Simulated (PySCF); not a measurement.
SMILES N[SiH2]O[SiH2]O[Si](O)(O)O at its GFN2-xTB optimised geometry (Å):

```
18

Si     0.0277    -4.1461     2.2666
O      1.4176    -4.9509     2.0544
O     -1.1769    -5.1364     1.8291
O     -0.2477    -3.6979     3.8044
O      0.1033    -2.7980     1.3769
Si     0.6453    -2.1487     0.0000
O      0.1896    -0.6056     0.0000
Si    -0.6686     0.6616     0.5338
N     -0.3212     1.8867    -0.6223
H      1.4007    -5.9032     2.0884
H     -2.0746    -4.8429     1.9555
H      0.2986    -3.0192     4.1899
H      0.0050    -2.8076    -1.1325
H      2.1025    -2.1487     0.0000
H     -0.2346     0.9322     1.9114
H     -2.1025     0.3921     0.4520
H      0.6096     1.9422    -1.0034
H     -0.7035     2.8076    -0.4930
```

Computed with CAM-B3LYP/def2-SVP run with PySCF 2.14.0. Cells within 0.4 Å of a nucleus heavier than hydrogen are left out (blank, or x).

Map of the Laplacian of the electron density (e/bohr⁵), clipped to [-1.50, 1.50] on the plane z = 0.6 Å:

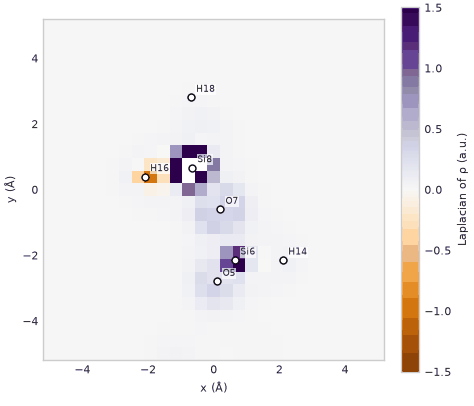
Figure. Laplacian of the electron density (e/bohr⁵), clipped to [-1.50, 1.50] on the plane z = 0.6 Å.
